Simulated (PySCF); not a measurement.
# CH₆Ge₂: geometry relaxation

System: CH₆Ge₂, SMILES [CH3][Ge][GeH3].
Method: PBE0-D3(BJ)/def2-SVP geometry optimisation, gas phase (PySCF 2.14.0).

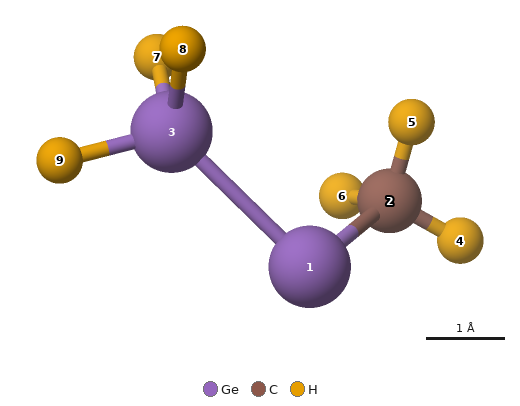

Fig. 1: The structure as given in the input (ball-and-stick view, seen at a tilt; atoms are numbered from 1 in the order of the input). Sticks mark near contacts. Bond lengths as drawn: C–Ge 2.00 Å, C–H 1.08 to 1.10 Å, Ge–Ge 2.50 Å and Ge–H 1.52 to 1.54 Å.

## Results in brief

- outcome: converged
- total energy: −4194.561949 hartree
- dipole moment: 1.29 D
- point group: C1
- hardware: 1 CPU thread, shared host
- wall time: 31 s
- peak memory: 0.52 GiB

## Input
```
{"job": {"xc": "PBE0", "basis": "def2-SVP", "d3": "d3bj", "grid": 2, "kind": "geom", "shake": 0.01}, "charge": 0, "multiplicity": 1}
Ge    -1.438200    -0.728808     0.269852
C      0.018933    -1.526837    -0.841140
Ge    -0.176614     1.366111     0.774614
H     -0.198898    -2.515856    -1.206707
H      0.939265    -1.609476    -0.265610
H      0.239758    -0.888853    -1.705284
H      1.049072     1.775726    -0.056652
H      0.503688     1.405728     2.152155
H     -0.892758     2.699119     0.870223
```

The first line tells a small driver script what to run in PySCF; the rest is the geometry in Å.

Launch command:
```bash
OMP_NUM_THREADS=1 python <driver script> task.json out
```

## Log
```
step   0  E = -4194.55560085  max force = 0.014811
step   1  E = -4194.56170816  max force = 0.005900
step   2  E = -4194.56191838  max force = 0.001187
step   3  E = -4194.56193958  max force = 0.000321
step   4  E = -4194.56194851  max force = 0.000266
optimisation converged
```

## Trajectory as extended XYZ (Å, eV, eV/Å), 5 frames, from step=0 to step=4
```
9
Properties=species:S:1:pos:R:3:forces:R:3 step=0 energy=-114139.67164
Ge   -1.4382   -0.7288    0.2698    0.0048  -0.0820  -0.0477
C     0.0189   -1.5268   -0.8411   -0.1672   0.4801   0.1420
Ge   -0.1766    1.3661    0.7746    0.5952   0.3021   0.1254
H    -0.1989   -2.5159   -1.2067   -0.4339  -0.7616  -0.2478
H     0.9393   -1.6095   -0.2656    0.4872   0.1571   0.3158
H     0.2398   -0.8889   -1.7053    0.0818   0.2313  -0.1248
H     1.0491    1.7757   -0.0566    0.1646  -0.2317  -0.4869
H     0.5037    1.4057    2.1522   -0.0321  -0.4378   0.4342
H    -0.8928    2.6991    0.8702   -0.7004   0.3426  -0.1102
9
Properties=species:S:1:pos:R:3:forces:R:3 step=1 energy=-114139.83783
Ge   -1.4464   -0.6545    0.2217    0.0378   0.0111   0.0055
C     0.0539   -1.5147   -0.7725    0.0043  -0.1282  -0.0335
Ge   -0.1437    1.4227    0.7310    0.1022   0.3034   0.1260
H    -0.2050   -2.5294   -1.1113   -0.0048   0.0285   0.0028
H     0.9698   -1.5706   -0.1584   -0.0134   0.0422   0.0204
H     0.3126   -0.8999   -1.6523   -0.0012   0.0194  -0.0076
H     1.0607    1.7221   -0.2152   -0.1636  -0.0519   0.0822
H     0.4695    1.2924    2.1635   -0.0907  -0.0347  -0.1654
H    -1.0276    2.7080    0.7848    0.1293  -0.1899  -0.0304
9
Properties=species:S:1:pos:R:3:forces:R:3 step=2 energy=-114139.84355
Ge   -1.4415   -0.6482    0.2198    0.0102  -0.0008   0.0009
C     0.0549   -1.5177   -0.7741    0.0073  -0.0389  -0.0131
Ge   -0.1422    1.4315    0.7350    0.0124   0.0610   0.0274
H    -0.2048   -2.5334   -1.1069   -0.0046   0.0104   0.0046
H     0.9697   -1.5646   -0.1578   -0.0050   0.0181   0.0077
H     0.3121   -0.9056   -1.6568   -0.0028   0.0047   0.0008
H     1.0481    1.7239   -0.2107   -0.0023  -0.0108  -0.0225
H     0.4640    1.2846    2.1554   -0.0109  -0.0337   0.0043
H    -1.0167    2.7055    0.7872   -0.0042  -0.0100  -0.0100
9
Properties=species:S:1:pos:R:3:forces:R:3 step=3 energy=-114139.84412
Ge   -1.4413   -0.6445    0.2170   -0.0031  -0.0012   0.0000
C     0.0553   -1.5173   -0.7736    0.0081  -0.0070  -0.0003
Ge   -0.1415    1.4346    0.7350    0.0046   0.0123  -0.0017
H    -0.2029   -2.5347   -1.1010   -0.0007   0.0014   0.0026
H     0.9693   -1.5564   -0.1555   -0.0015   0.0053   0.0001
H     0.3111   -0.9080   -1.6588   -0.0030  -0.0005   0.0007
H     1.0460    1.7228   -0.2153    0.0042  -0.0024  -0.0104
H     0.4626    1.2720    2.1539   -0.0005  -0.0165   0.0092
H    -1.0150    2.7075    0.7894   -0.0081   0.0087  -0.0002
9
Properties=species:S:1:pos:R:3:forces:R:3 step=4 energy=-114139.84437
Ge   -1.4438   -0.6404    0.2120   -0.0070   0.0012  -0.0035
C     0.0557   -1.5160   -0.7722    0.0050   0.0080   0.0115
Ge   -0.1415    1.4368    0.7330   -0.0070  -0.0087  -0.0137
H    -0.1994   -2.5363   -1.0925    0.0017  -0.0034   0.0004
H     0.9688   -1.5463   -0.1525    0.0023  -0.0027  -0.0040
H     0.3096   -0.9113   -1.6610   -0.0033  -0.0018  -0.0018
H     1.0444    1.7223   -0.2206    0.0024   0.0031   0.0018
H     0.4623    1.2560    2.1501    0.0038  -0.0017   0.0039
H    -1.0125    2.7112    0.7948    0.0021   0.0061   0.0054
```

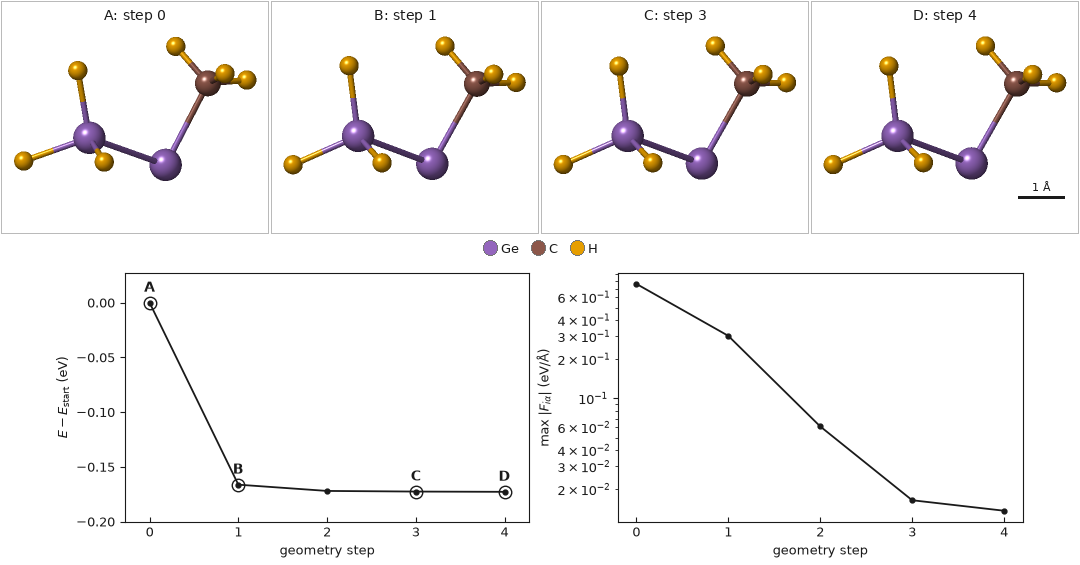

Fig. 2: Frames of the relaxation (ball-and-stick view, seen at a tilt) above the curves, on which the letters mark them (steps are counted from 0).

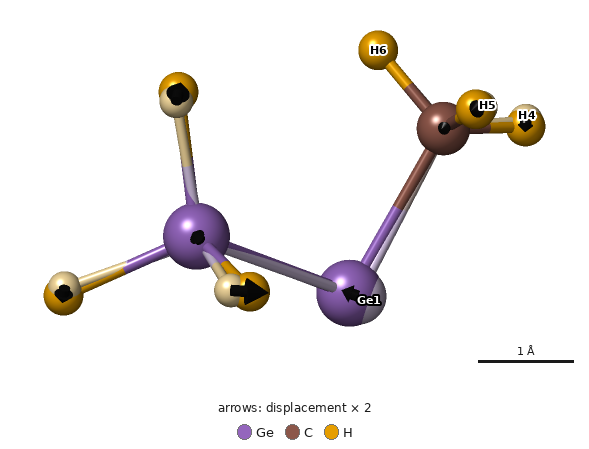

Fig. 3: Start (faint) and end (solid) with the displacements as black arrows, magnified 2 times (ball-and-stick view, seen at a tilt). The two geometries are laid on each other by the best rigid fit. H8 moves most after the best rigid fit: 0.20 Å. Largest moves by element: H 0.20 Å, Ge 0.09 Å, C 0.05 Å. Distances before and after: Ge3–H9 1.516 → 1.545 Å, C2–H4 1.077 → 1.099 Å, C2–H5 1.089 → 1.104 Å, Ge3–H7 1.537 → 1.548 Å. Among the angles that change: H7–Ge3–H8 97.2° → 106.6°, H8–Ge3–H9 97.5° → 106.2°, Ge1–Ge3–H8 115.2° → 107.2°. Over 4 geometry steps the energy falls by 0.173 eV. Largest force component: 0.76 eV/Å at the start, 0.014 eV/Å at the end. (Atoms are counted from 1 in the order of the input.)
